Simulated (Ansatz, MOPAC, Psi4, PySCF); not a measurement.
HCl (SMILES Cl) and ClH3Si (SMILES [SiH3]Cl) are pulled apart as rigid monomers along the line of their centres of mass, from the B3LYP-D3(BJ)/def2-TZVP minimum. Starting geometry (charge 0, multiplicity 1):
```xyz
7

Cl     0.1814     0.4272    -0.0816
H     -0.0892    -0.4557     0.8177
Si     0.0413     0.6405     3.8227
Cl    -0.4100    -1.2688     3.1252
H     -0.0535     0.6011     5.2938
H     -0.9435     1.5755     3.2515
H      1.4095     0.9699     3.3870
```

Interaction energies with rigid monomers; basis-set methods are counterpoise corrected unless marked otherwise.

Cores are frozen in the correlated methods. Rows in 6-31G*, LANL2DZ carry no dispersion term and start afresh at each structure (6-31G* with six Cartesian d functions). MP2/6-31G* freezes PySCF's default core. LANL2DZ brings its own core potentials from Na on. The state reached by PM6 isn't checked.

The values were computed with Ansatz (a program for electronic structure) with Gaussian orbitals; MOPAC for PM6 (differences of heats of formation); Psi4 for SAPT; PySCF for 6-31G* rows, LANL2DZ rows. 

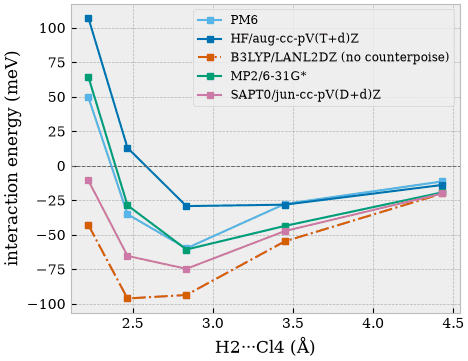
Interaction energy against separation

### Question
Which level binds most strongly at H2···Cl4 = 2.47, and by how much?

### Answer
B3LYP/LANL2DZ (no counterpoise), -96 meV.
